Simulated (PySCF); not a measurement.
# C₃H₁₀O₃Si, SMILES `CO[SiH](OC)OC`: electronic structure

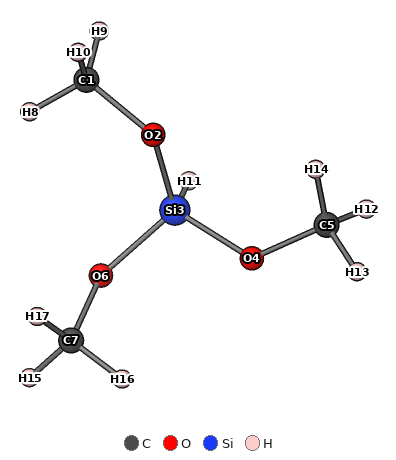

The molecule, with its atoms numbered as below. No frequency check shows the geometry to be a minimum.

Geometry (Å), atoms numbered from 1:

```
C1       1.2439    2.2642   -0.2300
O2       0.1611    1.3810   -0.3011
Si3     -0.0541    0.0054    0.5476
O4      -1.3817   -0.6715   -0.0779
C5      -2.6360   -0.0837   -0.2770
O6       1.1595   -1.0593    0.4703
C7       1.5238   -1.9534   -0.5461
H8       2.1891    1.7234   -0.1498
H9       1.1416    2.9180    0.6393
H10      1.2454    2.8688   -1.1382
H11     -0.0940    0.2429    1.9811
H12     -3.1598    0.0170    0.6764
H13     -3.2092   -0.7366   -0.9365
H14     -2.5375    0.9025   -0.7323
H15      2.2699   -2.6351   -0.1350
H16      0.6574   -2.5223   -0.8862
H17      1.9528   -1.4185   -1.3973
```

## 1. Bonding charge

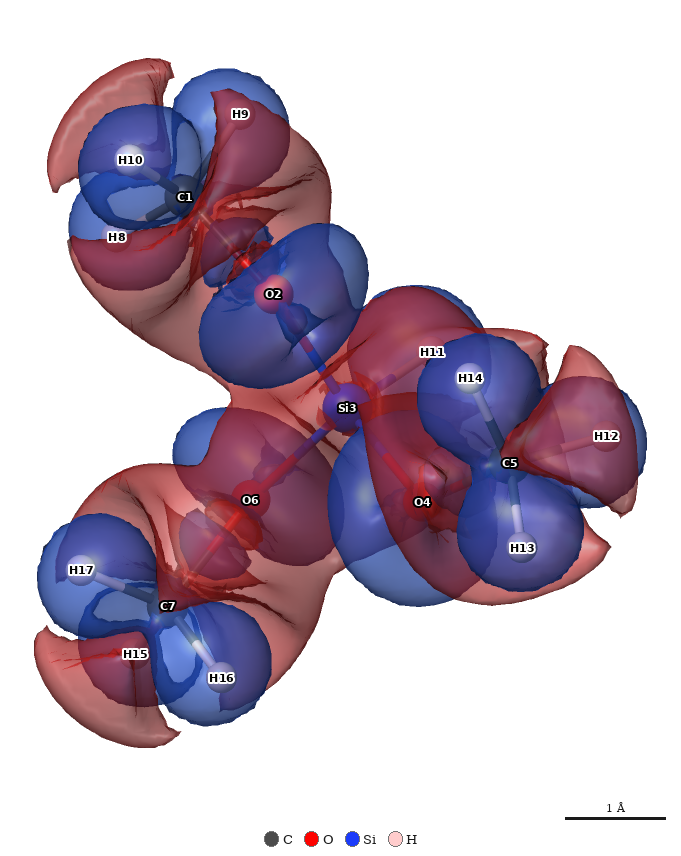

Deformation density (molecule less spherical, spin-averaged free atoms at the same positions), surfaces at ±0.04 e/Å³; blue: gain, red: loss.

Level of theory: ωB97X/def2-SVP (PySCF), at a geometry from GFN2-xTB.

Q: How much density has each bond gained at its critical point, relative to the free atoms?

A: The five largest and four smallest: C5–H14: +0.76 e/Å³ at the bond critical point (bond length 1.09 Å, Mayer order 1.0). C7–H16: +0.76 e/Å³ at the bond critical point (bond length 1.09 Å, Mayer order 1.0). C5–H13: +0.76 e/Å³ at the bond critical point (bond length 1.09 Å, Mayer order 1.0). C7–H15: +0.76 e/Å³ at the bond critical point (bond length 1.09 Å, Mayer order 1.0). C1–H10: +0.76 e/Å³ at the bond critical point (bond length 1.09 Å, Mayer order 1.0). O4–C5: +0.06 e/Å³ at the bond critical point (bond length 1.40 Å, Mayer order 0.9); up to 0.6 Å beside the axis the gain reaches +0.27 e/Å³. Si3–O4: +0.05 e/Å³ at the bond critical point (bond length 1.62 Å, Mayer order 1.1); up to 0.6 Å beside the axis the gain reaches +0.35 e/Å³. O2–Si3: +0.04 e/Å³ at the bond critical point (bond length 1.63 Å, Mayer order 1.1); up to 0.6 Å beside the axis the gain reaches +0.34 e/Å³. Si3–O6: +0.04 e/Å³ at the bond critical point (bond length 1.62 Å, Mayer order 1.2); up to 0.6 Å beside the axis the gain reaches +0.34 e/Å³. In all, 4.0 electrons gather in the regions of gain relative to the promolecule. A small or negative value marks a very polar bond, one between electron-rich atoms, whose free-atom densities already overlap strongly, a long bond to a heavier atom, or a closed-shell contact such as a hydrogen bond.

Q: Where do the Hirshfeld charges lie?

A: The highest Hirshfeld charge is on Si3 (+0.49 e), the lowest on O2 (−0.23 e).

## 2. Local ionisation energy

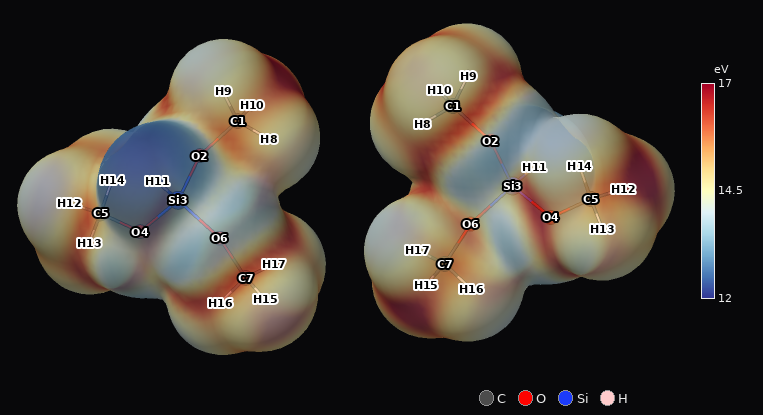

Average local ionisation energy on the surface of electron density 0.001 a.u. (back view left, front view right).

Q: Locate the minima of the map.

A: The lowest value is 12.2 eV, 1.5 Å from H11. Further minima include 13.3 eV, 1.8 Å from O4; 13.3 eV, 1.8 Å from O6; 13.4 eV, 1.8 Å from O2. For comparison, the highest occupied orbital lies at −10.5 eV.

Q: What volume does the surface enclose, and what is the dipole moment?

A: About 156 Å³; the dipole moment is 1.2 D.

## 3. In an electric field

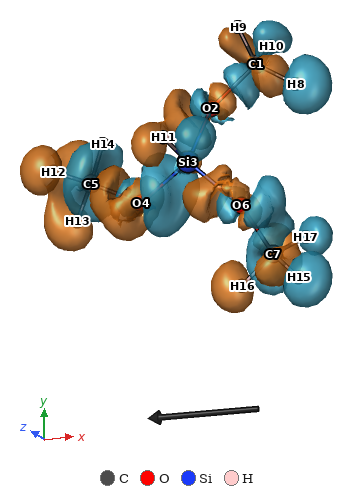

Change of the electron density in a uniform field of 0.41 V/Å along −x (arrow), surfaces at ±0.004 e/Å³ (light blue: gain, orange: loss).

PySCF calculation, PBE0/6-31+G*, gas phase; geometry: GFN2-xTB. The basis has diffuse s and p functions alone, which still leaves polarisabilities too small, most of all across bonds.

Q: What dipole is induced, and what polarisability does it imply?

A: The induced dipole is 1.44 D (along the field); α along this axis, from the fields in both directions, is 71 bohr³ (10.5 Å³).

Q: Which atoms gain and lose the most charge?

A: Electrons gather most on H8 (Hirshfeld charge changes by −0.014 e) and leave H13 most (+0.011 e); 0.142 electrons are displaced in all.

## 4. Removing or adding an electron

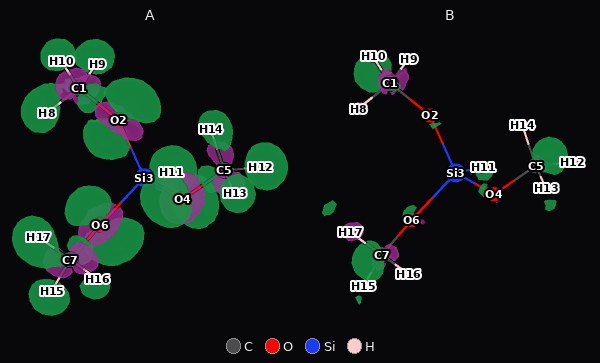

The two Fukui functions at ±0.02 e/Å³ (green positive, purple negative).

Level of theory: BLYP/def2-SVP (PySCF), at a geometry from GFN2-xTB.

Q: Which panel is f⁻ (electron removed) and which f⁺ (electron added)?

A: A is f⁻, B is f⁺. f⁻ (Hirshfeld-condensed) is largest on O2 (0.11), O6 (0.11) and O4 (0.10); the vertical ionisation energy is 9.07 eV (the stability of the cation's solution wasn't checked). f⁺ (Hirshfeld-condensed) is largest on H17 (0.10), H13 (0.09) and H9 (0.08); the vertical electron affinity is −2.92 eV (the stability of the anion's solution wasn't checked; negative, but this basis has no diffuse functions, so it doesn't show that the anion is unbound).

Q: What chemical potential and hardness follow from the two energies?

A: μ = −(I + A)/2 = −3.07 eV and η = I − A = 12.00 eV.

## 5. Localised orbitals

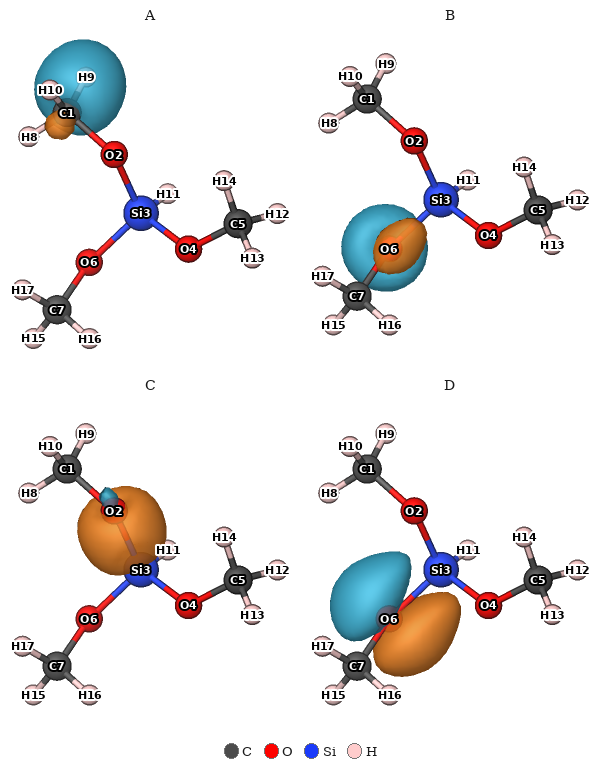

Pipek–Mezey orbitals, occupied; each surface holds about 85 % of the orbital's density. Energies are diagonal elements of the Fock matrix.

Method: TPSS/6-311+G**; geometry: GFN2-xTB; program: PySCF.

Q: Identify each orbital.

A: By panel:
- A: σ bond C1–H9 (C1 56 %, H9 44 %; −12.3 eV)
- B: lone pair on O6 (sp2.6-type) (O6 95 %; −10.7 eV)
- C: σ bond O2–Si3 (O2 78 %, Si3 21 %; −18.4 eV)
- D: lone pair on O6 (p-type) (O6 92 %, Si3 6 %; −8.0 eV)

Q: How do all the valence pairs divide up?

A: 22 pairs: 16 σ bonds and 6 lone pairs.

The PySCF runs shown took 19 s, 41 s, 6.6 min and 57 s on 1 thread of Intel(R) Xeon(R) 6975P-C (Granite Rapids), on a shared host.
